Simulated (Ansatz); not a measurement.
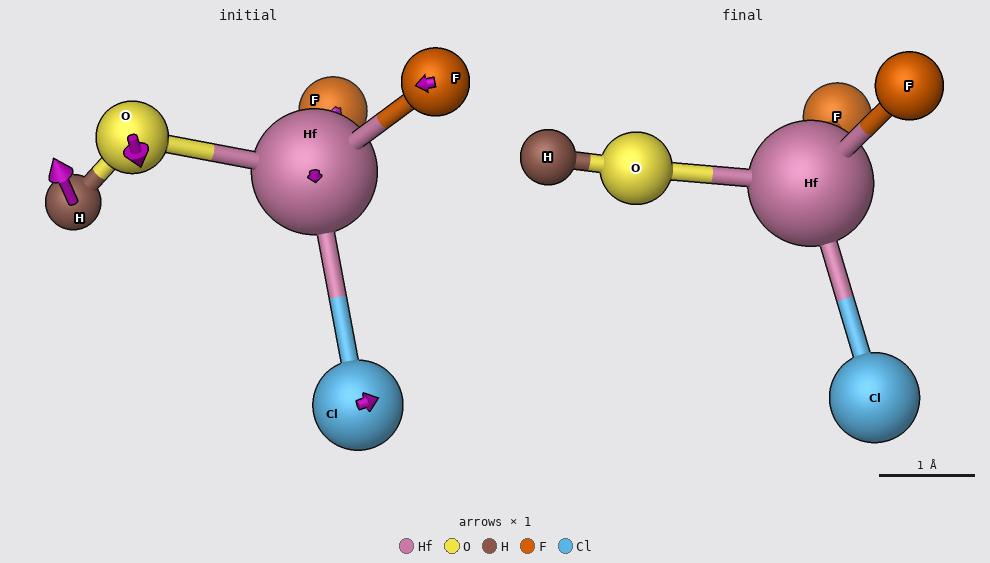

The structure of HfHOClF2 before (left) and after (right) a relaxation, at one scale. The purple arrows give the displacements, at their true length.

A ball-and-stick model, seen at a tilt.

The run prepares the start of a later molecular dynamics calculation, from a guessed geometry.

The calculation used Ansatz, RKS PBE/def2-SVP. (no spin polarisation; force threshold 0.02 eV/Å; at most 40 steps)

Question: What changed between the two?

Answer: The energy falls by 60.0 kJ/mol in 9 geometry steps. The largest force component goes from 2.1 to 0.0052 eV/Å. The atom that moves furthest after the best rigid fit is the H atom (0.63 Å). Largest moves by element: H 0.63 Å, O 0.43 Å, Cl 0.25 Å, F 0.23 Å, Hf 0.14 Å. Some distances before and after: Hf–O 2.070 → 1.911 Å, Cl–Hf 2.518 → 2.371 Å, F–Hf 1.980 → 1.918 Å, H–O 1.010 → 0.966 Å. Bond angles that change, for instance: Hf–O–H 109.5° → 177.8°. The run took 48 s on 1 thread of Arm Neoverse V2, with other jobs on the host, peak memory 0.18 GiB.
